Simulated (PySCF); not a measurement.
## A study: BrH, SMILES `Br`

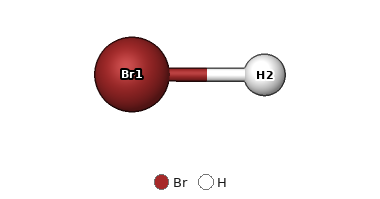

The molecule, with its atoms numbered as below. No frequency check shows the geometry to be a minimum.

Coordinates in Å:

```
Br1      0.0389    0.0000    0.0000
H2      -1.3627    0.0000    0.0000
```

## 1. Bonding charge

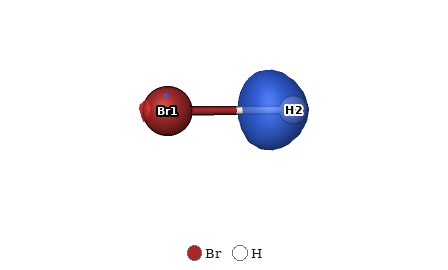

Deformation density (molecule less spherical, spin-averaged free atoms at the same positions), surfaces at ±0.16 e/Å³; blue: gain, red: loss.

Level of theory: B3LYP/def2-SVPD (PySCF), at a geometry from GFN2-xTB.

Q: How much density has each bond gained at its critical point, relative to the free atoms?

A: Br1–H2: +0.31 e/Å³ at the bond critical point (bond length 1.40 Å). In all, 0.4 electrons gather in the regions of gain relative to the promolecule.

Q: Where do the Hirshfeld charges lie?

A: The highest Hirshfeld charge is on H2 (+0.08 e), the lowest on Br1 (−0.08 e).

```json
{"atom": "Br1", "charge (e)": "−0.08"}
{"atom": "H2", "charge (e)": "+0.08"}
```

## 2. Local ionisation energy

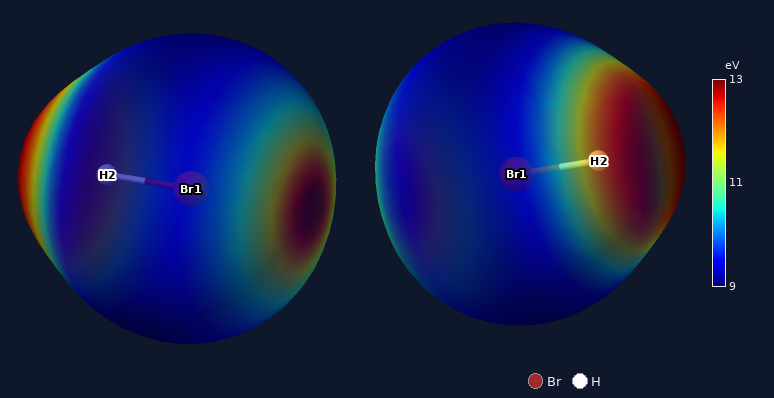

Average local ionisation energy on the surface of electron density 0.001 a.u. (back view left, front view right).

Q: Where are the most loosely bound electrons on this surface?

A: The lowest value is 9.1 eV, 2.3 Å from Br1, and at like points elsewhere. For comparison, the highest occupied orbital lies at −8.5 eV.

Q: What volume does the surface enclose, and what is the dipole moment?

A: About 51 Å³; the dipole moment is 0.8 D.

## 3. In an electric field

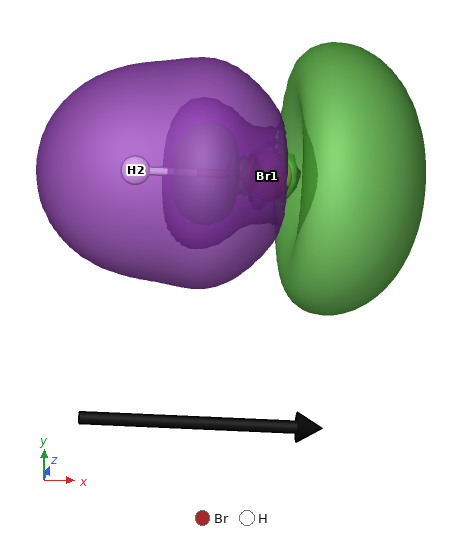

Change of the electron density in a uniform field of 0.21 V/Å along +x (arrow), surfaces at ±0.001 e/Å³ (purple: gain, green: loss).

Method: B3LYP/def2-SVPD; geometry: GFN2-xTB; program: PySCF.

Q: How large is the response?

A: The induced dipole is 0.26 D (along the field); α along this axis, from the fields in both directions, is 25 bohr³ (3.7 Å³).

Q: Which atoms gain and lose the most charge?

A: Electrons gather most on H2 (Hirshfeld charge changes by −0.012 e) and leave Br1 most (+0.012 e); 0.025 electrons are displaced in all.
